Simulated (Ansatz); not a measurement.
**Ni (Nickel): further runs on the relaxed cell**

The task, for Ni (Nickel): fit an equation of state.

Computed with Ansatz 0.2.0 (DFT r2SCAN, scalar-relativistic, plane waves, PAW, unless a step's input says otherwise).

**1. The starting structure**

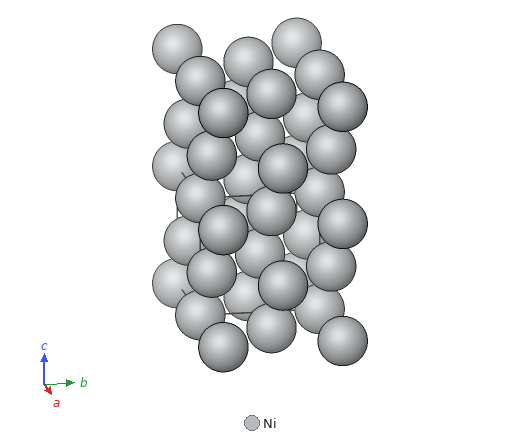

The starting structure, seen slightly off an axis (nickel light grey). 2×1×2 cells are drawn. Atoms on the faces are drawn again on the opposite ones. The cell drawn here is the conventional one, which holds 4 of the cells typed in the input.

Coordinates:

```cif
data_structure
_symmetry_space_group_name_H-M 'Fm-3m'
_symmetry_Int_Tables_number 225
_cell_length_a 3.4787
_cell_length_b 3.4787
_cell_length_c 3.4787
_cell_angle_alpha 90.000
_cell_angle_beta 90.000
_cell_angle_gamma 90.000
_cell_volume 42.10
loop_
_atom_site_label
_atom_site_type_symbol
_atom_site_symmetry_multiplicity
_atom_site_Wyckoff_symbol
_atom_site_fract_x
_atom_site_fract_y
_atom_site_fract_z
_atom_site_occupancy
Ni1 Ni 4 a 0.00000 0.00000 0.00000 1
```

This cell was relaxed beforehand with the same method: volume 10.52 Å³/atom, gap on the mesh none (metal), site moments up to 0.8 μB.

**2. Volume × 0.97**

Contents of input.yaml:

```yaml
crystal:
  lattice:
    - [0.0, 1.7217650339, 1.7217650339]
    - [1.7217650339, 0.0, 1.7217650339]
    - [1.7217650339, 1.7217650339, 0.0]
  atoms:
    - { symbol: Ni, position: [0.0, 0.0, 0.0], spin: 0.9 }
basis:
  ecutwfc: 500
kpoints:
  mp_grid: { grid: [20, 20, 20] }
hamiltonian:
  xc: r2scan
scf:
  occupations: { method: gaussian, width: 0.1 }
output:
  forces: true
  stress: true
  eigenvalues: true
  populations: true
magnetization:
  spin_polarized: true
```

The run is started by

```bash
$ ansatz run input.yaml --threads 1 --pin off --max-ram 2560MiB --backend cpu --events-out ev --progress --plain --runs-dir out
```

The program printed, shortened:

```text
Warning: RAYON_NUM_THREADS=1 ignored (pool sized by the plan → 1); use --threads N
[...]
Pseudopotentials: kind: paw
Pseudopotential: Ni, paw, valence charge 18, recommended cutoff 500 eV (meta_gga), Ni.paw.azcp
Functional definition: r2SCAN
[...]
Crystal: 1 atoms, lattice volume = 10.208 Å³
Basis set: ecut = 500 eV, 259 PW (Γ), exchange–correlation on 72×72×72 points (64 copies of the dense FFT grid, shifted against one another)
Bands: 14, of which v1, the nominal top of the filled ones, is band 9 counted from 1 (8 counted from 0)
Symmetry: 48 space group operations
Space group: Fm-3m (ITA 225), of the structure as read, at distance tolerance 2.2e-5 Å
Magnetic group: BNS 225.116 (UNI 1618), of the structure as read, at distance tolerance 2.2e-5 Å
k-points: 256 of 8000
[...]
Starting moments: Σ|m| = 0.9 μB on 1 of 1 site
[...]
SCF iter   1: F=—  HF=-5844.301676 eV  |F-HF|=—  |Δ(HF+E_count)|=         —  Δρ=8.13e-2 (↑1.66e-2 ↓8.13e-2)  dr2=5.68e-1  dr2_τ=6.72e-3  dr2_m=1.03e-1  M=0.909 μB ∫|m|=0.986 μB  β_m=1.00  ethr=3.10e-3  ⟨swp⟩=5.2  Hψ=38315  notcnv=0
[...]
SCF iter  19: F=-5845.285668 eV  HF=-5845.285668 eV  |F-HF|=2.15e-10  |Δ(HF+E_count)|=   2.51e-8  Δρ=3.40e-6 (↑2.12e-6 ↓3.40e-6)  dr2=1.65e-9  dr2_τ=9.68e-12  dr2_m=5.44e-11  M=0.728 μB ∫|m|=0.886 μB  ethr=4.49e-12  ⟨swp⟩=4.8  Hψ=27358  notcnv=0
[...]
this state was not tested for a lower state beside it, because the mixer in use, unlike msr1, does not test its closes by its own steps (another_mixer; see scf.mixing.algorithm and scf.lower_state_search)
SCF converged after 19 iterations
Magnetization: 0.7276 μB (9.3638 up, 8.6362 down)
Absolute magnetization: 0.8867 μB (∫|ρ↑−ρ↓|, with the PAW one-centre terms)
Spin contamination: 0.0181 ħ² per cell (⟨S²⟩ above its minimum at these occupations)
Per-site moments (μB) at R_I (Å): [(0.7915120442912432, 1.004414178141475)]
Free energy (F): -5845.285668 eV
[...]
E sigma→0 (E₀):  -5845.282410 eV
Entropy (-TS):   -0.006517 eV (-6.517 meV/atom)
Fermi energy:    19.604245 eV
[...]
--- Forces (eV/Å), atoms counted from 1 ---
  atom   1  Ni    -0.00000000     0.00000000     0.00000000
[...]
--- Stress (GPa, compression-positive) ---
        7.055692       0.000000      -0.000000
       -0.000000       7.055692       0.000000
       -0.000000       0.000000       7.055692
  P = ⅓ Tr σ = 7.0557 GPa (70.557 kbar)
--- Band table (eV; the first three rows and the last of 512) ---
  k-point 0 ↑: bands = ["-88.2779", "-47.0195", "-47.0195", "-47.0195", "9.6068", "16.4557", "16.4557", "16.4557", "17.8630", "17.8630", "44.4032", "49.1137", "49.1137", "49.1137"]
[...]
--- Löwdin populations: 1 site ---
  site symbol       q [e]    m [muB]
     0     Ni     17.7762     0.7734
  spilling = 0.012434 (of n_electrons = 18.000000)
```

It took 24 s on 1 thread of an Arm CPU, shared host; peak memory 0.38 GiB.

Site by site:

```csv
atom,moment in the atom's sphere (μB),Löwdin electrons
Ni1,0.79,17.78
```

The Löwdin counts miss 0.22 of the 18 electrons, which the atomic orbitals do not span, so they are no charges.

**3. Volume × 1.03**

Edit input.yaml of step 2 so:

```diff
@@ -2,5 +2,5 @@
   lattice:
-    - [0.0, 1.7217650339, 1.7217650339]
-    - [1.7217650339, 0.0, 1.7217650339]
-    - [1.7217650339, 1.7217650339, 0.0]
+    - [0.0, 1.7565575398, 1.7565575398]
+    - [1.7565575398, 0.0, 1.7565575398]
+    - [1.7565575398, 1.7565575398, 0.0]
   atoms:
```

The run is started by

```bash
$ ansatz run input.yaml --threads 1 --pin off --max-ram 2560MiB --backend cpu --events-out ev --progress --plain --runs-dir out
```

The program printed, shortened:

```text
Warning: RAYON_NUM_THREADS=1 ignored (pool sized by the plan → 1); use --threads N
[...]
[... 3 set-up lines as earlier in the session ...]
[...]
Crystal: 1 atoms, lattice volume = 10.840 Å³
Basis set: ecut = 500 eV, 283 PW (Γ), exchange–correlation on 80×80×80 points (64 copies of the dense FFT grid, shifted against one another)
Bands: 14, of which v1, the nominal top of the filled ones, is band 9 counted from 1 (8 counted from 0)
[... 2 set-up lines as earlier in the session ...]
Magnetic group: BNS 225.116 (UNI 1618), of the structure as read, at distance tolerance 2.2e-5 Å
k-points: 256 of 8000
[...]
Starting moments: Σ|m| = 0.9 μB on 1 of 1 site
[...]
Absolute magnetization: 0.9395 μB (∫|ρ↑−ρ↓|, with the PAW one-centre terms)
Spin contamination: 0.0218 ħ² per cell (⟨S²⟩ above its minimum at these occupations)
Per-site moments (μB) at R_I (Å): [(0.834476952968111, 1.0247108420479745)]
Free energy (F): -5845.286420 eV
[...]
E sigma→0 (E₀):  -5845.283221 eV
Entropy (-TS):   -0.006398 eV (-6.398 meV/atom)
Fermi energy:    18.210245 eV
[...]
--- Forces (eV/Å), atoms counted from 1 ---
  atom   1  Ni    -0.00000000    -0.00000000     0.00000000
[...]
--- Stress (GPa, compression-positive) ---
       -5.957384       0.000000      -0.000000
       -0.000000      -5.957384      -0.000000
       -0.000000       0.000000      -5.957384
  P = ⅓ Tr σ = -5.9574 GPa (-59.574 kbar)
--- Band table (eV; the first three rows and the last of 512) ---
  k-point 0 ↑: bands = ["-89.6234", "-48.3948", "-48.3948", "-48.3948", "8.6389", "15.1639", "15.1639", "15.1639", "16.4832", "16.4832", "42.5001", "46.7122", "46.7122", "46.7122"]
[...]
--- Löwdin populations: 1 site ---
  site symbol       q [e]    m [muB]
     0     Ni     17.7741     0.8164
  spilling = 0.012552 (of n_electrons = 18.000000)
```

Run time: 24 s. Hardware: 1 thread of an Arm CPU, shared host; peak memory 0.39 GiB.

By site:

```csv
atom,moment in the atom's sphere (μB),Löwdin electrons
Ni1,0.83,17.77
```

The Löwdin counts miss 0.23 of the 18 electrons, which the atomic orbitals do not span, so they are no charges.

**4. Volume × 0.94**

Edit input.yaml of step 3 so:

```diff
@@ -2,5 +2,5 @@
   lattice:
-    - [0.0, 1.7565575398, 1.7565575398]
-    - [1.7565575398, 0.0, 1.7565575398]
-    - [1.7565575398, 1.7565575398, 0.0]
+    - [0.0, 1.7038286771, 1.7038286771]
+    - [1.7038286771, 0.0, 1.7038286771]
+    - [1.7038286771, 1.7038286771, 0.0]
   atoms:
```

The run is started by

```bash
$ ansatz run input.yaml --threads 1 --pin off --max-ram 2560MiB --backend cpu --events-out ev --progress --plain --runs-dir out
```

The program printed, shortened:

```text
Warning: RAYON_NUM_THREADS=1 ignored (pool sized by the plan → 1); use --threads N
[...]
[... 3 set-up lines as earlier in the session ...]
[...]
Crystal: 1 atoms, lattice volume = 9.893 Å³
Basis set: ecut = 500 eV, 259 PW (Γ), exchange–correlation on 72×72×72 points (64 copies of the dense FFT grid, shifted against one another)
Bands: 14, of which v1, the nominal top of the filled ones, is band 9 counted from 1 (8 counted from 0)
[... 1 set-up line as earlier in the session ...]
Space group: Fm-3m (ITA 225), of the structure as read, at distance tolerance 2.1e-5 Å
Magnetic group: BNS 225.116 (UNI 1618), of the structure as read, at distance tolerance 2.1e-5 Å
k-points: 256 of 8000
[...]
Starting moments: Σ|m| = 0.9 μB on 1 of 1 site
[...]
Absolute magnetization: 0.8515 μB (∫|ρ↑−ρ↓|, with the PAW one-centre terms)
Spin contamination: 0.0161 ħ² per cell (⟨S²⟩ above its minimum at these occupations)
Per-site moments (μB) at R_I (Å): [(0.7612004285449895, 0.9939507695349494)]
Free energy (F): -5845.263774 eV
[...]
E sigma→0 (E₀):  -5845.260580 eV
Entropy (-TS):   -0.006387 eV (-6.387 meV/atom)
Fermi energy:    20.368755 eV
[...]
--- Forces (eV/Å), atoms counted from 1 ---
  atom   1  Ni    -0.00000000    -0.00000000    -0.00000000
[...]
--- Stress (GPa, compression-positive) ---
       15.420675       0.000000      -0.000000
       -0.000000      15.420675      -0.000000
       -0.000000      -0.000000      15.420675
  P = ⅓ Tr σ = 15.4207 GPa (154.207 kbar)
--- Band table (eV; the first three rows and the last of 512) ---
  k-point 0 ↑: bands = ["-87.5354", "-46.2581", "-46.2581", "-46.2581", "10.1438", "17.1674", "17.1674", "17.1674", "18.6250", "18.6250", "45.4302", "50.4023", "50.4023", "50.4023"]
[...]
--- Löwdin populations: 1 site ---
  site symbol       q [e]    m [muB]
     0     Ni     17.7778     0.7431
  spilling = 0.012347 (of n_electrons = 18.000000)
```

It took 22 s on 1 thread of an Arm CPU, shared host; peak memory 0.38 GiB.

By site:

```csv
atom,moment in the atom's sphere (μB),Löwdin electrons
Ni1,0.76,17.78
```

The Löwdin counts miss 0.22 of the 18 electrons, which the atomic orbitals do not span, so they are no charges.

**5. Point at V/V0 = 1.06**

Edit input.yaml of step 4 so:

```diff
@@ -2,5 +2,5 @@
   lattice:
-    - [0.0, 1.7038286771, 1.7038286771]
-    - [1.7038286771, 0.0, 1.7038286771]
-    - [1.7038286771, 1.7038286771, 0.0]
+    - [0.0, 1.7734485523, 1.7734485523]
+    - [1.7734485523, 0.0, 1.7734485523]
+    - [1.7734485523, 1.7734485523, 0.0]
   atoms:
```

The run is started by

```bash
$ ansatz run input.yaml --threads 1 --pin off --max-ram 2560MiB --backend cpu --events-out ev --progress --plain --runs-dir out
```

The program printed, shortened:

```text
Warning: RAYON_NUM_THREADS=1 ignored (pool sized by the plan → 1); use --threads N
[...]
[... 3 set-up lines as earlier in the session ...]
[...]
Crystal: 1 atoms, lattice volume = 11.155 Å³
Basis set: ecut = 500 eV, 283 PW (Γ), exchange–correlation on 80×80×80 points (64 copies of the dense FFT grid, shifted against one another)
Bands: 14, of which v1, the nominal top of the filled ones, is band 9 counted from 1 (8 counted from 0)
[... 2 set-up lines as earlier in the session ...]
Magnetic group: BNS 225.116 (UNI 1618), of the structure as read, at distance tolerance 2.2e-5 Å
k-points: 256 of 8000
[...]
Starting moments: Σ|m| = 0.9 μB on 1 of 1 site
[...]
Absolute magnetization: 0.9569 μB (∫|ρ↑−ρ↓|, with the PAW one-centre terms)
Spin contamination: 0.0236 ħ² per cell (⟨S²⟩ above its minimum at these occupations)
Per-site moments (μB) at R_I (Å): [(0.8470730930951398, 1.0345644353688563)]
Free energy (F): -5845.269573 eV
[...]
E sigma→0 (E₀):  -5845.266360 eV
Entropy (-TS):   -0.006425 eV (-6.425 meV/atom)
Fermi energy:    17.572913 eV
[...]
--- Forces (eV/Å), atoms counted from 1 ---
  atom   1  Ni    -0.00000000     0.00000000     0.00000000
[...]
--- Stress (GPa, compression-positive) ---
      -10.998691       0.000000       0.000000
        0.000000     -10.998691      -0.000000
        0.000000       0.000000     -10.998691
  P = ⅓ Tr σ = -10.9987 GPa (-109.987 kbar)
--- Band table (eV; the first three rows and the last of 512) ---
  k-point 0 ↑: bands = ["-90.2320", "-49.0160", "-49.0160", "-49.0160", "8.2015", "14.5778", "14.5778", "14.5778", "15.8579", "15.8579", "41.6166", "45.5978", "45.5978", "45.5978"]
[...]
--- Löwdin populations: 1 site ---
  site symbol       q [e]    m [muB]
     0     Ni     17.7734     0.8290
  spilling = 0.012587 (of n_electrons = 18.000000)
```

Run time: 25 s. Hardware: 1 thread of an Arm CPU, shared host; peak memory 0.39 GiB.

**6. Energy against volume**

```csv
volume (Å³/atom),energy above the lowest point (meV/atom),pressure (GPa),gap on the mesh (eV),largest moment (μB)
9.893,28.6,15.42,0.00,0.76
10.208,6.8,7.06,0.00,0.79
10.524,0.0,0.01,0.00,0.82
10.840,6.0,-5.96,0.00,0.83
11.155,22.9,-11.00,0.00,0.85
```

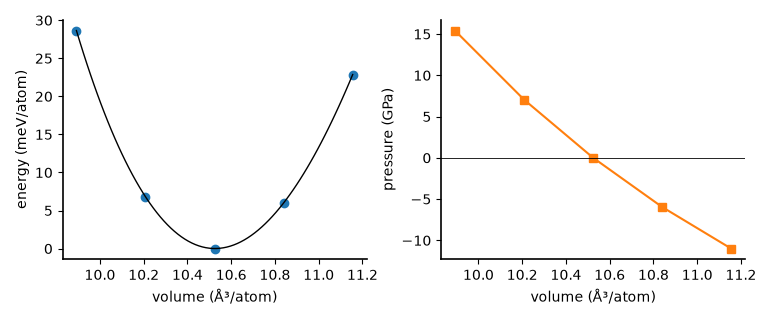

Energy with the third-order Birch-Murnaghan fit and pressure against volume.

**7. Outcome**

| quantity | value |
| --- | --- |
| equilibrium volume of the fit | 10.53 Å³/atom |
| bulk modulus | 216 GPa |
| its pressure derivative | 4.4 |

**Reading.** The bulk modulus is 216 GPa, stiff. Other magnetic orders or occupations could lie lower; they were not searched in full.
